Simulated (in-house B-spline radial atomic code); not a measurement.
**Run report: Co⁷⁺, many-body perturbation calculation**

Co⁷⁺, core [Ne] 3s2 3p6. Computed at this level: configuration interaction of two valence electrons with many-body perturbation theory for the core (screened one- and two-electron correlation potentials), Breit and QED, no-pair Dirac, B-spline basis (in-house B-spline radial atomic code).

**Input**
```
basis_form = 3
Z = 27
core_configuration = [Ne] 3s2 3p6
rms_radius = 3.7875
mass_number = 59
speed_of_light = 137.035999084
box_radius = 10.0
lmax = 6
intervals = 63
virtual_cutoff = 1458.0
```

Hardware: 1 CPU thread, shared host.

Launched within a batch (the task file carries these settings):
```bash
python <driver script> task.json out
```

The program writes its results to a structured record and prints no log; tables and figures of this report are taken from that record.

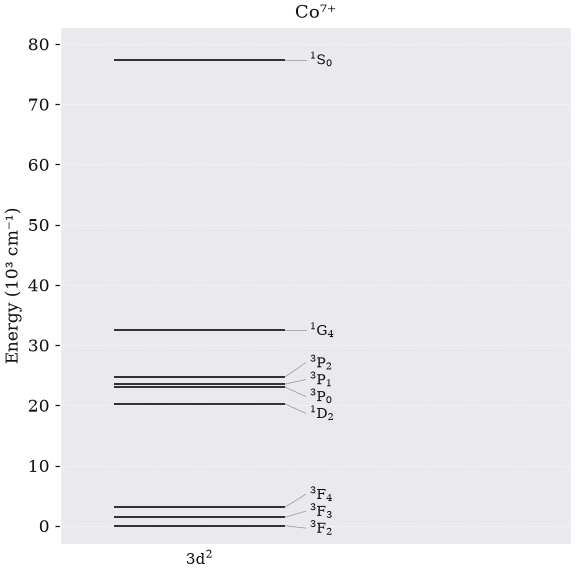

Fig. 1: Levels of Co⁷⁺, two electrons outside the core [Ne] 3s² 3p⁶. CI+MBPT: configuration interaction in the frozen-core Dirac–Hartree–Fock potential with screened core-valence correlation, Breit and QED terms; computed with a B-spline radial code. The lowest level is 3d² ³F₂. The first excited level, 3d² ³F₃, lies at 1,410 cm⁻¹. The ground term spreads over 3,120 cm⁻¹ in the order J = 2, 3, 4, a normal multiplet. All levels drawn have even parity, so no electric dipole line joins them. The ionisation energy is 157.6 eV, against 153.4 eV from CI without core-valence correlation and a semi-empirical value of 157.8 eV.

```
  Level  E (cm⁻¹)
3d² ³F₂         0
3d² ³F₃     1,413
3d² ³F₄     3,120
3d² ¹D₂    20,220
3d² ³P₀    23,010
3d² ³P₁    23,540
3d² ³P₂    24,730
3d² ¹G₄    32,450
3d² ¹S₀    77,410
```

**Summary**

- outcome: converged
- wall time: 1.7 min

**Remarks**

Caveats: levels with the lowest nd electron over a p6 core lie up to 1200 cm⁻¹ too low for each such electron near neutrality.
